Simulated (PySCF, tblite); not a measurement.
# C5H14O3Si: geometry, infrared bands and NMR shifts

Aim: predict the infrared bands and NMR shifts of C5H14O3Si (`CC[C@@](CO)(OC)O[SiH3]`).

Programs: tblite 0.8.0 and PySCF 2.14.0, with density-fitted response routines of our own. Each step states its level of theory. These are calculated values for one molecule in the gas phase, unless marked as measured. Atoms are numbered from 0 throughout.

### Step 1. Starting geometry

23 atoms, charge 0, multiplicity 1; geometry from: force field or distance geometry start.

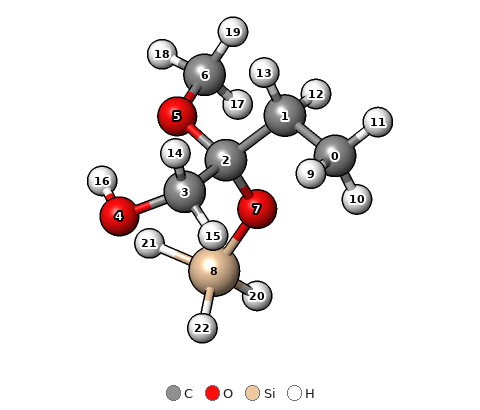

The starting geometry (carbon grey, oxygen red, silicon light orange, hydrogen white), atoms numbered.

### Step 2. Geometry optimisation with GFN2-xTB

What the job is given:

```
{"job": {"kind": "relax", "xc": "GFN2-xTB", "basis": "xTB"}, "charge": 0, "multiplicity": 1}
C     -2.042900    -1.076800     1.090500
C     -1.504100     0.190700     0.423800
C     -0.079700     0.020300    -0.193800
C     -0.153100    -1.104500    -1.279800
O      0.971400    -1.066500    -2.152900
O      0.275100     1.216200    -0.928400
C      0.252400     2.428300    -0.182300
O      0.808600    -0.254800     0.890100
Si     2.417900    -0.613000     0.688700
H     -2.244400    -1.862900     0.360900
H     -1.369100    -1.464400     1.848800
H     -3.007600    -0.853000     1.585000
H     -1.467700     0.959200     1.222800
H     -2.203700     0.545400    -0.325200
H     -1.042000    -0.981300    -1.901000
H     -0.175900    -2.104400    -0.801500
H      1.112500    -0.109000    -2.336500
H      0.766200     2.319900     0.780200
H      0.761800     3.198000    -0.758400
H     -0.773800     2.757600    -0.017600
H      3.097500    -0.393100     1.989200
H      3.021700     0.301300    -0.312800
H      2.574100    -2.026100     0.320300
```

Started as:

```
$ OMP_NUM_THREADS=1 python probes_run.py task.json out
```

The driver reads the jobs from task.json and runs them one after another.

**Question.** This job is followed by: GFN2-xTB harmonic vibrations, gas phase; GIAO PBE0/pcSseg-1 NMR shielding, non-relativistic, gas phase. Predict these results of the whole session: strongest single infrared mode (GFN2-xTB); zero-point energy (GFN2-xTB); ¹³C shifts against TMS (PBE0/pcSseg-1); ¹H shifts against TMS (PBE0/pcSseg-1, means over atoms taken as alike); ¹⁷O shifts against H2O (PBE0/pcSseg-1); ²⁹Si shifts against TMS (PBE0/pcSseg-1); surface potential, least and greatest.

The runs gave:

| quantity | value |
| --- | --- |
| strongest single infrared mode (GFN2-xTB) | 2243 cm⁻¹, 372 km/mol |
| zero-point energy (GFN2-xTB) | 116.0 kcal/mol |
| ¹³C shifts against TMS (PBE0/pcSseg-1) | 101.5, 70.4, 49.7, 31.9, 9.9 ppm |
| ¹H shifts against TMS (PBE0/pcSseg-1, means over atoms taken as alike) | 4.86, 3.86, 3.83, 3.54, 2.15, 1.98, 1.31, 0.98 ppm |
| ¹⁷O shifts against H2O (PBE0/pcSseg-1) | 66.0, 48.1, 24.2 ppm |
| ²⁹Si shifts against TMS (PBE0/pcSseg-1) | -47.4 ppm |
| surface potential, least and greatest | -1.36 V and 1.27 V |

In words: Relaxing lowered the energy by 0.349 eV in 69 steps; the close pair that moved most is C2–O7, from 1.428 to 1.379 Å. All 63 modes are real, so the xTB geometry is a minimum. The strongest single mode, at 2243 cm⁻¹, moves mainly H21. Unscaled tight-binding wavenumbers are off by several per cent, some by more. Its intensities can rank the bands wrongly. At PBE0/pcSseg-1: The largest span, 150 ppm, is at O5, where the paramagnetic term is -132 ppm.
